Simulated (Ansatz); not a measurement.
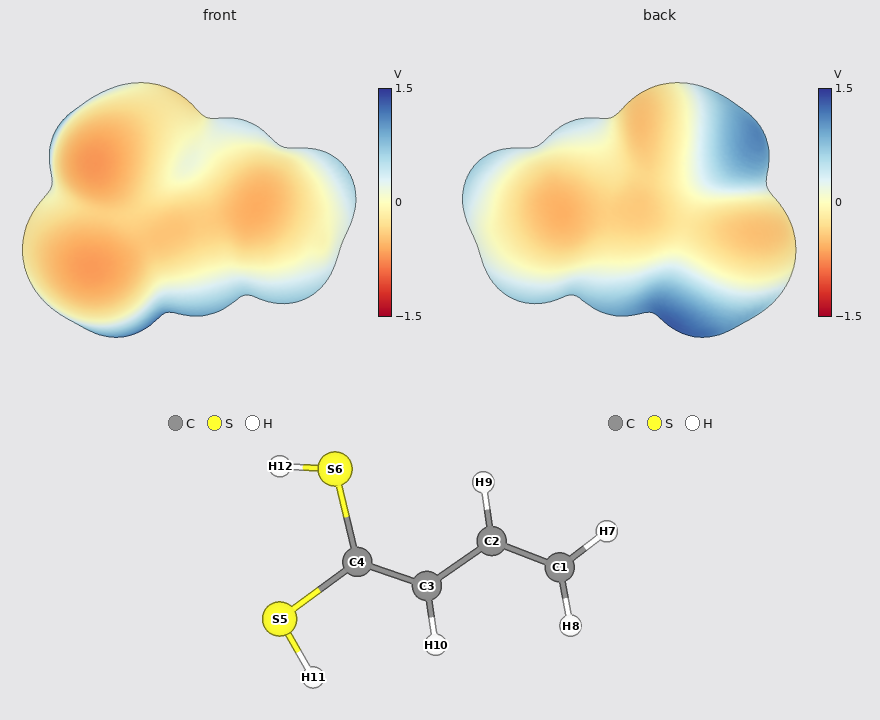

The picture shows: C4H6S2. The molecular electrostatic potential painted on the density surface at 0.001 e/bohr³, seen from the front and from behind; red is negative and blue positive. The bare structure is drawn below in the same view.

Geometry: B3LYP/def2-SVP.

Level of theory: isolated molecule in a Gaussian basis; Kohn-Sham density functional theory, functional PBE0 in Ansatz.

The calculation's input:

```
crystal:
  periodic: [false, false, false]
  atoms:
    - {symbol: C, position_ang: [-2.277277, -0.898861, -1.615816]}
    - {symbol: C, position_ang: [-1.142486, -1.127790, -0.929522]}
    - {symbol: C, position_ang: [-0.596025, -0.222823, 0.065377]}
    - {symbol: C, position_ang: [0.502297, -0.440616, 0.832171]}
    - {symbol: S, position_ang: [1.187882, 0.739239, 1.972201]}
    - {symbol: S, position_ang: [1.319528, -2.022476, 0.894785]}
    - {symbol: H, position_ang: [-2.638527, -1.604228, -2.367800]}
    - {symbol: H, position_ang: [-2.880194, -0.001156, -1.444946]}
    - {symbol: H, position_ang: [-0.573731, -2.043329, -1.125090]}
    - {symbol: H, position_ang: [-1.124885, 0.727655, 0.200298]}
    - {symbol: H, position_ang: [0.621162, 1.843467, 1.428231]}
    - {symbol: H, position_ang: [2.583833, -1.535312, 0.925823]}
basis:
  gaussian: {orbitals: def2-SVPD}
hamiltonian: {xc: {name: PBE0}}
output: {forces: true, orbitals: {seedname: orbitals}}
```

Command:

```sh
ansatz run input.yaml --threads 2 --pin off --max-ram 5220MiB --events-out events.jsonl --progress --plain --runs-dir runs
```

**Where is the surface potential most negative and most positive?**

The most negative region (about −0.7 V, or −16 kcal/mol for a unit charge) lies over S5 and S6, the most positive (about +1.3 V, or +30 kcal/mol for a unit charge) over H11.

**How polar is the molecule by this calculation?**

Its dipole moment is 1.25 D.
